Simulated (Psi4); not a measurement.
**AlNH3 (SMILES [NH2][AlH]): a chain of runs**

We compute a geometry optimisation (UPBEh-3c/def2-mSVP), then vibrational wavenumbers, then the energy (UMP2/cc-pVTZ) of AlNH3. 

The calculation is run with Psi4 1.11.

## 1. The system as given

The species is AlNH3 (5 atoms), meant as a doublet with charge 0. SMILES: `[NH2][AlH]`. The shape is that of a PBE0-D4/def2-TZVP optimisation. This is one conformer, not always the lowest. The run starts from this shape.

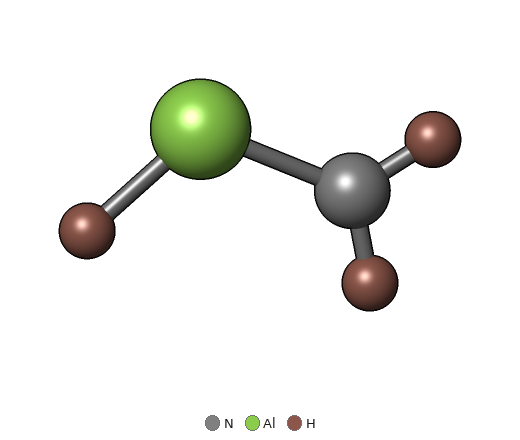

Viewed from a chosen angle; nitrogen grey, aluminium green, hydrogen brown.

## 2. A geometry optimisation at UPBEh-3c/def2-mSVP (density fitting) (run 1)

Contents of job.in:

```
memory 1600 MB

molecule {
  0 2
  N     -0.116600    -0.660800     0.175100
  Al     0.836600     0.833900     0.120800
  H      0.148500    -1.505300     0.655500
  H     -1.010300    -0.782800    -0.277400
  H      0.191800     2.041400    -0.715400
  symmetry c1
}

set {
  reference    uks
  geom_maxiter 60
}

optimize('pbeh-3c')
```

Launch:

```console
$ psi4 -i job.in -o job.out -n 1
```

job.out:

```text
[...]
  Running in c1 symmetry.
[...]
  Nuclear repulsion =   46.235092034097001
[...]
  Multiplicity = 2
[...]
  Nalpha       = 12
  Nbeta        = 11
[...]
    Number of basis functions: 39
[...]
   @DF-UKS iter   1:  -298.32177077592200   -4.08779e-01   1.70014e-02 ADIIS/DIIS
[...]
   @DF-UKS iter   8:  -298.51539999879185   -5.11591e-13   4.65337e-09 DIIS
[...]
   @S^2 Observed:                7.524821828E-01
[...]
  @DF-UKS Final Energy:  -298.51539999879185
   => Energetics <=
    Nuclear Repulsion Energy =             46.2129811775694890
    One-Electron Energy =                -505.1427630806775824
    Two-Electron Energy =                 175.8970021527159986
    DFT Exchange-Correlation Energy =     -15.4860661629959715
    Empirical Dispersion Energy =           0.0034459145962213
    VV10 Nonlocal Energy =                  0.0000000000000000
    Total Energy =                       -298.5153999987919065
[...]
 Multipole Moments:
 ------------------------------------------------------------------------------------
     Multipole            Electronic (a.u.)      Nuclear  (a.u.)        Total (a.u.)
 ------------------------------------------------------------------------------------
 L = 1.  Multiply by 2.5417464519 to convert [e a0] to [Debye]
 Dipole X            :          2.1134760           -2.2670759           -0.1535999
 Dipole Y            :          1.0667177           -1.5691421           -0.5024244
 Dipole Z            :          0.7638156           -0.6521912            0.1116244
 Magnitude           :                                                    0.5371063
[...]
  -Total Gradient:
     Atom            X                  Y                   Z
    ------   -----------------  -----------------  -----------------
       1       -0.000055620012    -0.000075878014    -0.000000552312
       2       -0.000005961266    -0.000088740075     0.000032064881
       3        0.000026176190     0.000074222648    -0.000015356563
       4        0.000070508298     0.000089480748     0.000004382501
       5       -0.000043734605     0.000005471660    -0.000027168663
[...]
    Final optimized geometry and variables:
    Molecular point group: c1
    Full point group: C1
    Geometry (in Angstrom), charge = 0, multiplicity = 2:
    N           -0.576916641407    -0.958140602319     0.053883564259
    AL           0.375917285438     0.539942354842    -0.001914563048
    H           -0.312302351143    -1.802109754436     0.534004217733
    H           -1.470057874193    -1.083000334097    -0.397091550132
    H           -0.265832894628     1.742489441708    -0.834333012229
    Psi4 run time: 0:00:15.15
```

Standard output:

```text
Optimizer: Optimization complete!
```

Wall time 17 s (1 thread of Intel Xeon Platinum 8375C at 2.90GHz (Ice Lake), shared host); peak memory 0.36 GiB.

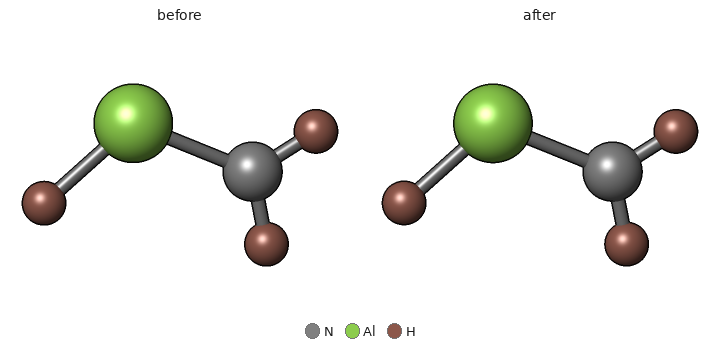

Before and after, at one scale.

After the run. Bond lengths: N1–Al2 1.776 Å, N1–H3 1.006 Å, N1–H4 1.008 Å, Al2–H5 1.597 Å. Angles: N1–Al2–H5 115.8°, Al2–N1–H3 125.5°, Al2–N1–H4 124.4°, H3–N1–H4 110.0°.

## 3. The harmonic vibrations at UPBEh-3c/def2-mSVP (density fitting) (run 2)

Contents of alh3n.in:

```
memory 1600 MB

molecule system {
  0 2
  N     -0.116439    -0.662785     0.175938
  Al     0.836395     0.835298     0.120140
  H      0.148176    -1.506754     0.656058
  H     -1.009580    -0.787645    -0.275037
  H      0.194645     2.037845    -0.712279
}

set reference uks
set t 600.0
set rotational_symmetry_number 1

energy_value, wavefunction = freq('pbeh-3c', return_wfn=True)
print_variables()
```

Launch:

```console
$ psi4 alh3n.in alh3n.out -n 1
```

alh3n.out:

```text
[...]
  Running in c1 symmetry.
[...]
  Nuclear repulsion =   46.212981816431544
[...]
  Multiplicity = 2
[...]
  Nalpha       = 12
  Nbeta        = 11
[...]
    Number of basis functions: 39
[...]
   @DF-UKS iter   1:  -298.32191211911015   -4.08626e-01   1.69949e-02 ADIIS/DIIS
[...]
   @DF-UKS iter  13:  -298.51539895692497   -5.11591e-13   4.23438e-09 DIIS
[...]
   @S^2 Observed:                7.524869439E-01
[...]
  @DF-UKS Final Energy:  -298.51539895692497
   => Energetics <=
    Nuclear Repulsion Energy =             46.2136121826027093
    One-Electron Energy =                -505.1429617974513917
    Two-Electron Energy =                 175.8966758396048249
    DFT Exchange-Correlation Energy =     -15.4861715738571490
    Empirical Dispersion Energy =           0.0034463921760022
    VV10 Nonlocal Energy =                  0.0000000000000000
    Total Energy =                       -298.5153989569249688
[...]
  -Total Gradient:
     Atom            X                  Y                   Z
    ------   -----------------  -----------------  -----------------
       1       -0.000676849824    -0.000089755062    -0.000372654095
       2        0.000094233657    -0.000256347031     0.000191459784
       3       -0.000030914735     0.000053552484    -0.000050407471
       4        0.000742960664     0.000121209729     0.000395125998
       5       -0.000138037430     0.000175906981    -0.000170187267
[...]
  ==> Harmonic Vibrational Analysis <==
[...]
  Freq [cm^-1]                 457.3271            498.6866            522.9770
[...]
  IR activ [km/mol]            246.6824            24.7421             18.9034
[...]
  Freq [cm^-1]                 766.4274            824.4454           1642.5810
[...]
  IR activ [km/mol]            145.2983            83.4494             45.2759
[...]
  Freq [cm^-1]                1891.4947           3657.5379           3759.9522
[...]
  IR activ [km/mol]            188.4881            24.5677             35.3243
[...]
  Total E_0, Enthalpy at 0 [K]                                                         -298.48345683 [Eh]
[...]
  Total H, Enthalpy at  600.00 [K]                                                     -298.47136346 [Eh]
[...]
  Total G, Gibbs energy at  600.00 [K]                                                 -298.54005283 [Eh]
[...]
```

The script printed:

```text
Warning: used thermodynamics relations inappropriate for low-frequency modes: ['457.3271' '498.6866' '522.9770']
```

Run time: 2.4 min. Hardware: 1 thread of Intel Xeon Platinum 8375C at 2.90GHz (Ice Lake), shared host; peak memory 0.35 GiB.

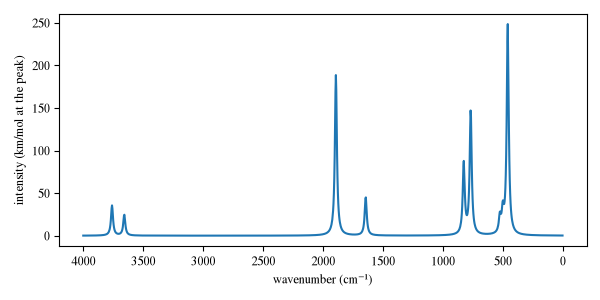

Harmonic infrared spectrum, unscaled, lines broadened by 10 cm⁻¹.

## 4. A single-point energy at UMP2/cc-pVTZ (density fitting, density fitting for correlation) (run 3)

Contents of alh3n.in:

```
memory 1.6 GB

molecule {
  0 2
  N
  Al 1 1.776305
  H 1 1.00639 2 125.53524
  H 1 1.0083 3 110.02525 2 179.99777
  H 2 1.597149 1 115.83861 3 179.99645
}

set globals {
  reference uhf
  freeze_core true
}

e = energy('mp2/cc-pVTZ')
```

Launch:

```console
$ psi4 -i alh3n.in -o alh3n.out -n 1
```

alh3n.out:

```text
[...]
  Running in c1 symmetry.
[...]
  Nuclear repulsion =   46.212975974814896
[...]
  Multiplicity = 2
[...]
  Nalpha       = 12
  Nbeta        = 11
[...]
    Number of basis functions: 106
[...]
   @DF-UHF iter   1:  -298.01699900685395   -7.10714e-01   4.93028e-03 ADIIS/DIIS
[...]
   @DF-UHF iter  14:  -298.14372400114945   -8.46967e-12   5.80016e-09 DIIS
[...]
   @S^2 Observed:                7.548753041E-01
[...]
    Orbital Energies [Eh]
    ---------------------
    Alpha Occupied:
       1A    -58.470662     2A    -15.522984     3A     -4.886368
       4A     -3.202279     5A     -3.198044     6A     -3.196143
       7A     -1.105516     8A     -0.637406     9A     -0.598602
      10A     -0.474210    11A     -0.396555    12A     -0.298433
    Alpha Virtual:
      13A      0.056316    14A      0.110070    15A      0.152973
      16A      0.194493    17A      0.212338    18A      0.231581
      19A      0.258678    20A      0.280037    21A      0.294967
      22A      0.305833    23A      0.320852    24A      0.354885
      25A      0.387242    26A      0.534644    27A      0.566203
[...]
  @DF-UHF Final Energy:  -298.14372400114945
   => Energetics <=
    Nuclear Repulsion Energy =             46.2129759748148956
    One-Electron Energy =                -505.1273579580249020
    Two-Electron Energy =                 160.7706579820605270
    Total Energy =                       -298.1437240011494509
  UHF NO Occupations:
  HONO-2 :   10  A 1.9995094
  HONO-1 :   11  A 1.9981716
[...]
 Multipole Moments:
 ------------------------------------------------------------------------------------
     Multipole            Electronic (a.u.)      Nuclear  (a.u.)        Total (a.u.)
 ------------------------------------------------------------------------------------
 L = 1.  Multiply by 2.5417464519 to convert [e a0] to [Debye]
 Dipole X            :          0.0001108           -0.0001126           -0.0000018
 Dipole Y            :          1.4754684           -1.2969099            0.1785585
 Dipole Z            :          2.1264336           -2.5189713           -0.3925376
 Magnitude           :                                                    0.4312412
[...]
```

Run time: 3.3 s. Hardware: 1 thread of Intel Xeon Platinum 8375C at 2.90GHz (Ice Lake), shared host; peak memory 0.31 GiB.

## 5. What came out

| quantity | value |
| --- | --- |
| run 1, UPBEh-3c/def2-mSVP: total energy at the end | -298.51540 Eh |
| run 1, UPBEh-3c/def2-mSVP: dipole moment | 1.37 D |
| run 1, UPBEh-3c/def2-mSVP: HOMO energy (highest over α and β) | -6.13 eV |
| run 1, UPBEh-3c/def2-mSVP: LUMO energy (lowest over α and β) | -1.51 eV |
| run 1, UPBEh-3c/def2-mSVP: ⟨S²⟩ | 0.752 |
| run 2, UPBEh-3c/def2-mSVP: lowest harmonic wavenumber | 457 cm⁻¹ |
| run 2, UPBEh-3c/def2-mSVP: highest harmonic wavenumber | 3760 cm⁻¹ |
| run 2, UPBEh-3c/def2-mSVP: zero-point energy | 83.9 kJ/mol |
| run 2, UPBEh-3c/def2-mSVP: ideal-gas entropy at 600 K (symmetry number 1 as used) | 71.8 cal/(mol K) |
| run 3, UMP2/cc-pVTZ: total energy | -298.42488 Eh |
| run 3, UMP2/cc-pVTZ: HOMO energy (Hartree–Fock orbitals) (highest over α and β) | -8.12 eV |
| run 3, UMP2/cc-pVTZ: LUMO energy (Hartree–Fock orbitals) (lowest over α and β) | 1.30 eV |
| run 3, UMP2/cc-pVTZ: correlation energy (6 core orbitals frozen) | -281.2 mEh |
| run 3, UMP2/cc-pVTZ: ⟨S²⟩ of the reference determinant | 0.755 |

The optimisation (run 1, UPBEh-3c/def2-mSVP) took 2 steps and changed the energy by -0.000 eV. All 9 modes (run 2, UPBEh-3c/def2-mSVP) are real, so the shape is a minimum at this level.
